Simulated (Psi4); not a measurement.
**HOF (hypofluorous acid): DSD-PBEP86/aug-cc-pVTZ (density fitting for correlation)**

Aim: the energy change on altering one bond length of HOF (hypofluorous acid) at DSD-PBEP86/aug-cc-pVTZ (density fitting for correlation), from 2 runs. 

The results are computed with Psi4 1.11.

1 further run of the same task is left out (set aside as unsound or not needed).

## 1. The structure to begin with

The species is HOF (3 atoms), meant as a singlet with charge 0. As SMILES, `OF`. Geometry: relaxed at PBE0-D4/def2-TZVP.

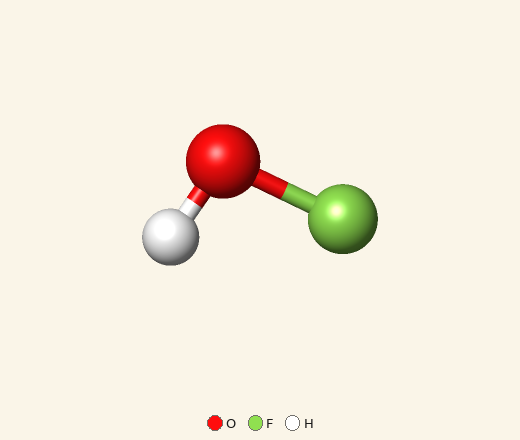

Viewed from a chosen angle; oxygen red, fluorine green, hydrogen white.

## 2. The energy at DSD-PBEP86/aug-cc-pVTZ (density fitting for correlation)

fho_ase.py reads:

```python
import numpy as np
from ase.calculators.psi4 import Psi4
from ase import Atoms

atoms = Atoms(['O', 'F', 'H'], positions=[
    [0.430590, -0.210340, 0.216330],
    [-0.221910, 1.014620, -0.010980],
    [-0.208690, -0.804280, -0.205350],
])
calc = Psi4(atoms=atoms, method='dsd-pbep86', basis='aug-cc-pVTZ', memory='2200MB', num_threads=1, charge=0, multiplicity=1, label='fho')
calc.psi4.set_options({'puream': True, 'e_convergence': 1e-09, 'd_convergence': 1e-08, 'scf_type': 'pk', 'dft_radial_points': 99, 'dft_spherical_points': 590, 'num_frozen_docc': 2})
atoms.calc = calc

print(f'energy: {atoms.get_potential_energy():.6f} eV')
```

Started as:

```
$ python fho_ase.py
```

fho.dat (excerpt; [...] marks lines left out):

```text
[...]
  Running in c1 symmetry.
[...]
  Nuclear repulsion =   34.062701107921043
[...]
  Multiplicity = 1
[...]
  Nalpha       = 9
  Nbeta        = 9
[...]
    Number of basis functions: 115
[...]
   @RKS iter   1:  -175.08269971021471   -5.77353e-01   2.39862e-03 DIIS/ADIIS
[...]
   @RKS iter  11:  -175.10959975791681   -1.89857e-11   6.44899e-09 DIIS
[...]
    Orbital Energies [Eh]
    ---------------------
    Doubly Occupied:
       1A    -25.788046     2A    -20.187580     3A     -1.528736
       4A     -1.203360     5A     -0.714241     6A     -0.649333
       7A     -0.639625     8A     -0.536199     9A     -0.469569
[...]
  @RKS Final Energy:  -175.10959975791681
   => Energetics <=
    Nuclear Repulsion Energy =             34.0627011079210433
    One-Electron Energy =                -310.9915380304063888
    Two-Electron Energy =                 107.3086108825636984
    DFT Exchange-Correlation Energy =      -5.4893737179951385
    Empirical Dispersion Energy =           0.0000000000000000
    VV10 Nonlocal Energy =                  0.0000000000000000
    Total Energy =                       -175.1095997579167829
[...]
 Multipole Moments:
 ------------------------------------------------------------------------------------
     Multipole            Electronic (a.u.)      Nuclear  (a.u.)        Total (a.u.)
 ------------------------------------------------------------------------------------
 L = 1.  Multiply by 2.5417464519 to convert [e a0] to [Debye]
 Dipole X            :         -0.3493378            0.0158420           -0.3334958
 Dipole Y            :          1.0310627           -1.7116918           -0.6806291
 Dipole Z            :         -0.0800816           -0.1810205           -0.2611021
 Magnitude           :                                                    0.8016544
[...]
```

The script printed:

```text
energy: -4772.323232 eV
```

It took 11 s on 1 thread of Intel Xeon Platinum 8488C (Sapphire Rapids), shared host; peak memory 0.76 GiB.

## 3. The distorted shape, same level

job.dat reads:

```
memory 2200 mb

molecule geom {
  0 1
  O      0.526465    -0.121265     0.279571
  F     -0.126035     1.103695     0.052261
  H     -0.208690    -0.804280    -0.205350
  symmetry c1
  no_reorient
  no_com
}

set {
  puream               true
  e_convergence        1e-09
  d_convergence        1e-08
  scf_type             pk
  dft_radial_points    99
  dft_spherical_points 590
  num_frozen_docc      2
}

energy_value, wavefunction = energy("dsd-pbep86/aug-cc-pVTZ", return_wfn=True)
print_variables()
```

Started as:

```
$ psi4 -n 1 job.dat job.out
```

job.out (excerpt; [...] marks lines left out):

```text
[...]
  Running in c1 symmetry.
[...]
  Nuclear repulsion =   33.360956473488514
[...]
  Multiplicity = 1
[...]
  Nalpha       = 9
  Nbeta        = 9
[...]
    Number of basis functions: 115
[...]
   @RKS iter   1:  -175.06184610118365   -6.34717e-01   2.36981e-03 DIIS/ADIIS
[...]
   @RKS iter  11:  -175.09116910678364   -3.20881e-11   5.93589e-09 DIIS
[...]
    Orbital Energies [Eh]
    ---------------------
    Doubly Occupied:
       1A    -25.782872     2A    -20.195555     3A     -1.520051
       4A     -1.171957     5A     -0.688618     6A     -0.644173
       7A     -0.633229     8A     -0.520138     9A     -0.463235
[...]
  @RKS Final Energy:  -175.09116910678364
   => Energetics <=
    Nuclear Repulsion Energy =             33.3609564734885140
    One-Electron Energy =                -309.7563036210519840
    Two-Electron Energy =                 106.7769962677587472
    DFT Exchange-Correlation Energy =      -5.4728182269788945
    Empirical Dispersion Energy =           0.0000000000000000
    VV10 Nonlocal Energy =                  0.0000000000000000
    Total Energy =                       -175.0911691067836102
[...]
 Multipole Moments:
 ------------------------------------------------------------------------------------
     Multipole            Electronic (a.u.)      Nuclear  (a.u.)        Total (a.u.)
 ------------------------------------------------------------------------------------
 L = 1.  Multiply by 2.5417464519 to convert [e a0] to [Debye]
 Dipole X            :         -5.7944679            5.4210857           -0.3733823
 Dipole Y            :        -16.1508492           15.4180014           -0.7328478
 Dipole Z            :         -5.0163701            4.7272765           -0.2890935
 Magnitude           :                                                    0.8718115
[...]
```

It took 11 s on 1 thread of Intel Xeon Platinum 8488C (Sapphire Rapids), shared host; peak memory 0.75 GiB.

## 4. Results

At DSD-PBEP86/aug-cc-pVTZ (density fitting for correlation), 2 core orbitals frozen:

```
                                                         quantity          value
                                        first shape: total energy  -175.37965 Eh
                   first shape: HOMO energy (SCF part's orbitals)      -12.78 eV
                   first shape: LUMO energy (SCF part's orbitals)        0.45 eV
                 first shape: HOMO–LUMO gap (SCF part's orbitals)       13.23 eV
                                    distorted shape: total energy  -175.36547 Eh
               distorted shape: HOMO energy (SCF part's orbitals)      -12.61 eV
               distorted shape: LUMO energy (SCF part's orbitals)        0.26 eV
             distorted shape: HOMO–LUMO gap (SCF part's orbitals)       12.87 eV
energy change with the O1–H3 bond stretched from 0.969 to 1.115 Å       0.386 eV
```

What this shows: With the O1–H3 bond stretched from 0.969 to 1.115 Å the energy rises by 0.39 eV (37.2 kJ/mol). The first shape isn't relaxed at this level, so the change isn't measured from a minimum.
